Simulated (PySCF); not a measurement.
Al3H6N3S

```xyz
13

N    -1.3248    0.7282    0.1013
Al   -0.1267    1.8830   -0.5713
N     1.5266    1.2213   -0.7783
Al    2.0427   -0.4449   -0.3591
N     0.7437   -1.4884    0.3028
Al   -0.9463   -0.9619    0.5473
S    -2.4300   -2.3653    1.3495
H    -2.2725    1.0725    0.2343
H    -0.5065    3.3743   -0.9507
H     2.2347    1.8458   -1.1586
H     3.5283   -0.9613   -0.5539
H     0.9858   -2.4451    0.5506
H    -3.4455   -1.4761    1.2934
```

Geometry: PBE0-D3(BJ)/def2-SVP.

These are results of PySCF 2.14.0, PBE0/pcSseg-1, SCF density, gas phase, non-relativistic, not measurements.

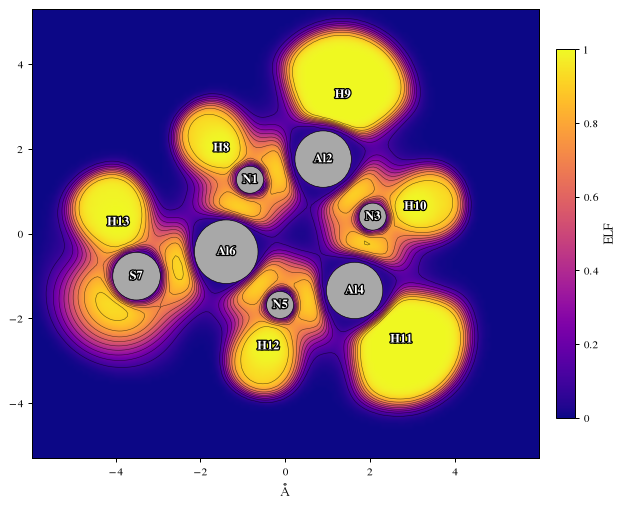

Figure 1. Electron localisation function on the molecular plane. Grey discs cover the atomic cores.

Question: What do the fields say about this system?

Answer: The section cuts through N, Al, S and H sites. Al–N (1.79 Å): the ELF peaks at about 0.90 in the valence shell of N, 0.7 Å from its nucleus, and is about 0.65 at the midpoint. Al–S (2.19 Å): the ELF peaks at about 0.90 in the valence shell of S, 1.0 Å from its nucleus, and is about 0.90 at the midpoint. N–H (1.02 Å): the ELF climbs to about 1 towards the hydrogen, as it does in any bond to H (a covalent bond by its length). S–H (1.35 Å): the ELF climbs to about 1 towards the hydrogen. Al–H (1.58 Å): the ELF climbs to about 1 towards the hydrogen. The ELF also peaks beside S7, away from the bonds: lone-pair regions.

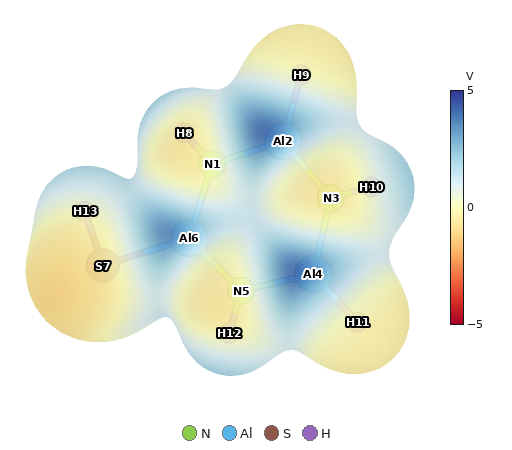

Figure 2. The molecular electrostatic potential painted on the density surface at 0.004 e/bohr³, seen at a tilt; the colour scale runs from red (negative) to blue (positive).

Question: Describe the electrostatic potential map.

Answer: The most negative region (about −1.1 V, or −25 kcal/mol for a unit charge) lies over S7, the most positive (about +4.1 V, or +95 kcal/mol for a unit charge) over Al2 and Al4.
